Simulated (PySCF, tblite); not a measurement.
# C6H9NO2: dynamics, then NMR shifts on frames, part 2 of 2

tblite 0.8.0 and PySCF 2.14.0. Atoms count from 0. The steps go on from the part before.

## 6. NMR shieldings: 800 fs, PBE0/pcSseg-1

What the job is given:

```
{"job": {"kind": "nmr", "xc": "PBE0", "basis": "pcSseg-1", "pop": false}, "charge": 0, "multiplicity": 1}
O      2.649600    -1.454300    -0.025600
C      2.104000    -0.423500     0.095500
O      2.688600     0.812300    -0.146200
C      0.636100    -0.210200     0.404800
C      0.117900    -1.362700     1.287800
C     -1.406300    -1.341600     1.308200
N     -2.190300    -0.631800     0.625500
C     -1.608300     0.212200    -0.325900
C     -0.162300    -0.113300    -0.835100
H      3.648000     0.677300    -0.241500
H      0.523300     0.692100     0.993600
H      0.422500    -2.293900     0.796300
H      0.529300    -1.221100     2.318300
H     -1.814600    -2.094500     2.006400
H     -1.526900     1.221100     0.087900
H     -2.318500     0.396300    -1.158300
H      0.103300     0.694400    -1.517400
H     -0.290300    -1.054700    -1.298800
```

Method: GIAO PBE0/pcSseg-1 NMR shielding, non-relativistic, gas phase.

Output:

```text
coarse grid: 15336 points
cycle   1  E = -438.4592304653  dE =  1.608e+00  |g| = 9.302e-01  |ddm| = 3.878e+00
cycle   2  E = -438.1916167613  dE =  2.676e-01  |g| = 1.542e+00  |ddm| = 1.748e+00
cycle   3  E = -438.6133723334  dE = -4.218e-01  |g| = 2.340e-01  |ddm| = 1.178e+00
cycle   4  E = -438.6228565524  dE = -9.484e-03  |g| = 8.391e-02  |ddm| = 2.054e-01
cycle   5  E = -438.6239905593  dE = -1.134e-03  |g| = 2.107e-02  |ddm| = 5.904e-02
cycle   6  E = -438.6240783688  dE = -8.781e-05  |g| = 7.371e-03  |ddm| = 2.301e-02
cycle   7  E = -438.6240888653  dE = -1.050e-05  |g| = 2.708e-03  |ddm| = 7.804e-03
cycle   8  E = -438.6240903055  dE = -1.440e-06  |g| = 6.669e-04  |ddm| = 2.324e-03
final grid: 149008 points
cycle   9  E = -438.6980252045  dE = -3.674e-05  |g| = 1.288e-02  |ddm| = 3.371e-02
cycle  10  E = -438.6979795673  dE =  4.564e-05  |g| = 2.033e-02  |ddm| = 2.378e-02
cycle  11  E = -438.6980573030  dE = -7.774e-05  |g| = 2.359e-03  |ddm| = 1.459e-02
cycle  12  E = -438.6980583670  dE = -1.064e-06  |g| = 4.827e-04  |ddm| = 1.828e-03
cycle  13  E = -438.6980584037  dE = -3.667e-08  |g| = 1.644e-04  |ddm| = 4.109e-04
cycle  14  E = -438.6980584090  dE = -5.347e-09  |g| = 3.778e-05  |ddm| = 1.515e-04
cycle  15  E = -438.6980584093  dE = -2.841e-10  |g| = 8.691e-06  |ddm| = 4.068e-05
converged SCF energy = -438.6980584093

GIAO shielding tensors (ppm)
atom      isotropic    diamagn.    paramagn.     s11        s22        s33       span
  0 O      -79.500     400.756    -480.256   -323.885   -212.227    297.611    621.496
  1 C        9.615     251.766    -242.151    -92.585     52.919     68.510    161.095
  2 O      120.437     390.411    -269.973    -41.367    131.570    271.109    312.477
  3 C      146.662     249.860    -103.198    135.246    139.768    164.971     29.725
  4 C      146.889     253.714    -106.825    132.826    148.227    159.613     26.787
  5 C       19.136     250.661    -231.525    -87.445     20.256    124.596    212.041
  6 N      -97.857     329.653    -427.511   -442.064   -131.490    279.982    722.045
  7 C      132.548     248.647    -116.099    122.390    126.461    148.792     26.402
  8 C      159.408     248.437     -89.029    152.019    160.001    166.204     14.186
  9 H       26.083      28.690      -2.607     19.983     23.162     35.103     15.120
 10 H       29.248      33.816      -4.568     26.287     28.214     33.243      6.956
 11 H       28.968      31.518      -2.551     25.862     28.254     32.786      6.924
 12 H       28.947      30.279      -1.333     25.055     27.377     34.409      9.354
 13 H       23.610      27.060      -3.450     20.944     22.296     27.590      6.646
 14 H       28.141      31.659      -3.517     24.877     27.043     32.505      7.628
 15 H       27.184      29.473      -2.289     22.805     25.908     32.839     10.034
 16 H       29.883      31.502      -1.619     25.387     28.813     35.450     10.063
 17 H       31.024      33.008      -1.985     27.330     29.857     35.883      8.553
```

It took 29 s on 1 thread of Arm Neoverse V2, shared host; peak memory 0.89 GiB.

In short: δ C1 177.3, C5 167.8, C7 54.4, C3 40.3, H13 8.11, H9 5.63 ppm.

## 7. Nuclear shieldings: 1000 fs, PBE0/pcSseg-1

What the job is given:

```
{"job": {"kind": "nmr", "xc": "PBE0", "basis": "pcSseg-1", "pop": false}, "charge": 0, "multiplicity": 1}
O      2.767800    -1.279100    -0.042000
C      2.185400    -0.246100     0.018900
O      2.700500     0.890700    -0.408400
C      0.684200    -0.146400     0.338800
C      0.284200    -1.189700     1.398300
C     -1.219400    -1.372400     1.463600
N     -2.089000    -1.026400     0.636700
C     -1.690300    -0.273000    -0.522100
C     -0.209700    -0.351500    -0.931300
H      3.649900     0.781700    -0.587600
H      0.494000     0.901800     0.729000
H      0.683000    -2.194800     1.226100
H      0.633000    -0.866900     2.396000
H     -1.563200    -1.910800     2.353800
H     -2.085900     0.770300    -0.309800
H     -2.341500    -0.644700    -1.298900
H      0.023000     0.428700    -1.655900
H     -0.038300    -1.338600    -1.469800
```

Method: GIAO PBE0/pcSseg-1 NMR shielding, non-relativistic, gas phase.

Output:

```text
coarse grid: 15336 points
cycle   1  E = -438.4668269751  dE =  1.475e+00  |g| = 9.331e-01  |ddm| = 3.836e+00
cycle   2  E = -438.1612665024  dE =  3.056e-01  |g| = 1.597e+00  |ddm| = 1.892e+00
cycle   3  E = -438.6194395156  dE = -4.582e-01  |g| = 2.681e-01  |ddm| = 1.325e+00
cycle   4  E = -438.6319349242  dE = -1.250e-02  |g| = 8.199e-02  |ddm| = 2.164e-01
cycle   5  E = -438.6329835349  dE = -1.049e-03  |g| = 2.105e-02  |ddm| = 5.581e-02
cycle   6  E = -438.6330688447  dE = -8.531e-05  |g| = 8.509e-03  |ddm| = 2.399e-02
cycle   7  E = -438.6330834674  dE = -1.462e-05  |g| = 2.748e-03  |ddm| = 8.649e-03
cycle   8  E = -438.6330849423  dE = -1.475e-06  |g| = 6.441e-04  |ddm| = 2.336e-03
final grid: 149008 points
cycle   9  E = -438.7067699079  dE = -3.161e-05  |g| = 1.218e-02  |ddm| = 3.135e-02
cycle  10  E = -438.7067286153  dE =  4.129e-05  |g| = 1.921e-02  |ddm| = 2.318e-02
cycle  11  E = -438.7067987546  dE = -7.014e-05  |g| = 2.548e-03  |ddm| = 1.427e-02
cycle  12  E = -438.7067999944  dE = -1.240e-06  |g| = 3.771e-04  |ddm| = 1.892e-03
cycle  13  E = -438.7068000158  dE = -2.142e-08  |g| = 1.417e-04  |ddm| = 3.345e-04
cycle  14  E = -438.7068000199  dE = -4.098e-09  |g| = 3.361e-05  |ddm| = 1.302e-04
cycle  15  E = -438.7068000202  dE = -2.203e-10  |g| = 8.693e-06  |ddm| = 3.451e-05
converged SCF energy = -438.7068000202

GIAO shielding tensors (ppm)
atom      isotropic    diamagn.    paramagn.     s11        s22        s33       span
  0 O      -87.137     400.760    -487.897   -335.804   -218.135    292.529    628.333
  1 C        9.759     249.765    -240.006    -93.741     45.711     77.307    171.048
  2 O      132.778     390.622    -257.843     -5.331    149.434    254.232    259.563
  3 C      143.230     247.318    -104.088    131.094    136.166    162.431     31.337
  4 C      151.693     250.280     -98.587    129.538    156.328    169.213     39.675
  5 C       22.904     250.286    -227.382    -86.090     30.490    124.313    210.403
  6 N      -95.577     330.462    -426.039   -437.052   -132.525    282.847    719.899
  7 C      131.758     244.156    -112.398    115.707    128.320    151.247     35.540
  8 C      154.243     247.744     -93.501    138.496    160.739    163.494     24.998
  9 H       25.571      28.599      -3.027     19.743     22.476     34.495     14.752
 10 H       28.298      31.796      -3.498     25.221     27.064     32.610      7.388
 11 H       29.067      30.516      -1.449     25.850     27.975     33.375      7.525
 12 H       29.383      30.146      -0.763     25.298     27.794     35.055      9.757
 13 H       23.750      27.280      -3.530     20.713     23.113     27.425      6.713
 14 H       27.100      29.053      -1.953     23.610     25.710     31.980      8.369
 15 H       27.425      29.392      -1.967     23.281     26.039     32.956      9.675
 16 H       29.627      31.424      -1.797     25.384     28.919     34.579      9.196
 17 H       28.923      30.372      -1.449     24.644     27.900     34.225      9.581
```

Run time: 30 s. Hardware: 1 thread of Arm Neoverse V2, shared host; peak memory 0.87 GiB.

Key values: δ C1 177.2, C5 164.0, C7 55.2, C3 43.7, H13 7.97, H9 6.15 ppm.

## 8. Run by run: NMR shifts

Shifts (ppm) of some atoms, chosen among heavy atoms and hydrogens apart, with basis size and wall time:

```csv
frame,C5,C4,H15,H17,O0,O2,N6,functions,time
250 fs,157.6,30.2,3.53,0.59,445.4,206.0,358.3,198,38 s
425 fs,162.9,28.6,5.31,0.91,419.0,229.0,374.7,198,31 s
625 fs,164.4,34.7,4.51,2.48,445.0,214.1,394.7,198,30 s
800 fs,167.8,40.0,4.53,0.69,415.6,215.6,365.6,198,29 s
1000 fs,164.0,35.2,4.29,2.79,423.2,203.3,363.3,198,30 s
```

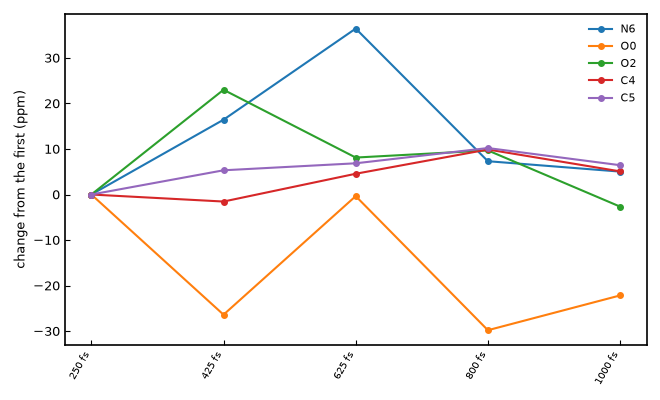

How five of the tabulated atoms move from run to run.

## 9. What came out

What follows sums up all 2 parts.

| quantity | value |
| --- | --- |
| thermostat | 200 K |
| mean temperature, second half | 185 K |
| mean potential energy above the minimum | 0.44 eV |
| ¹³C shifts against TMS (PBE0/pcSseg-1, 250 fs) | 183.0, 157.6, 52.1, 44.2, 31.1, 30.2 ppm |
| ¹H shifts against TMS (PBE0/pcSseg-1, 250 fs) | 7.78, 6.32, 3.93, 3.53, 2.39, 2.27, 2.25, 1.63, 0.59 ppm |
| ¹⁷O shifts against H2O (PBE0/pcSseg-1, 250 fs) | 445.4, 206.0 ppm |
| ¹⁵N shifts against NH3 (PBE0/pcSseg-1, 250 fs) | 358.3 ppm |
| surface potential, 1st and 99th percentile | -1.70 V and 2.46 V |
| range of the shift of N6 | 358.3 to 394.7 ppm |

What this shows: In the second half the potential energy averages 0.44 eV above the minimum; equipartition over 48 harmonic modes at 200 K would give 0.41 eV. With 18 atoms the temperature swings widely (98 to 242 K). Shifts at one fixed geometry are not the observed spectrum, which averages over the motion. In the first frame run (250 fs): Shielding is most anisotropic at N6 (span 717 ppm, paramagnetic term -421 ppm). In ppm, N6 moves most: its shift spreads over 36.4 ppm, from 358.3 (250 fs) to 394.7 (625 fs).
